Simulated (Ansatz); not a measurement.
The figure comes from a scan of MgO (rock salt): the cell is scaled evenly about its relaxed volume V₀. The numbers are results of PBEsol (plane waves to 420 eV, PAW, scalar-relativistic; Ansatz, a first-principles code), not measurements. k mesh 14×14×14 (Γ-centred), Fermi-Dirac smearing 0.05 eV. Energies are smeared free energies. MgO was relaxed with its symmetry unable to fall. ΔE is measured from the relaxed starting cell.

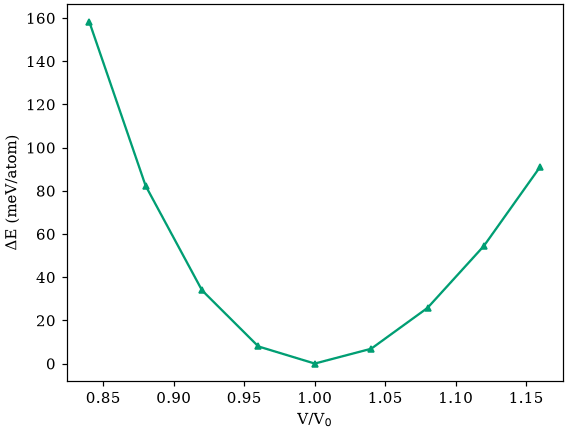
Figure: ΔE (meV/atom) against V/V₀; one marker a computed point.

Task: Read the plotted values off the figure, to the accuracy that the plot allows.

Result: To the nearest 2:

| V/V₀ | ΔE (meV/atom) |
|---|---|
| 0.840 | 158 |
| 0.880 | 82 |
| 0.920 | 34 |
| 0.960 | 8 |
| 1.000 | 0 |
| 1.040 | 6 |
| 1.080 | 26 |
| 1.120 | 54 |
| 1.160 | 92 |

(A scan under strain: stresses follow from slopes of the energy per volume, elastic moduli from its curvatures.)
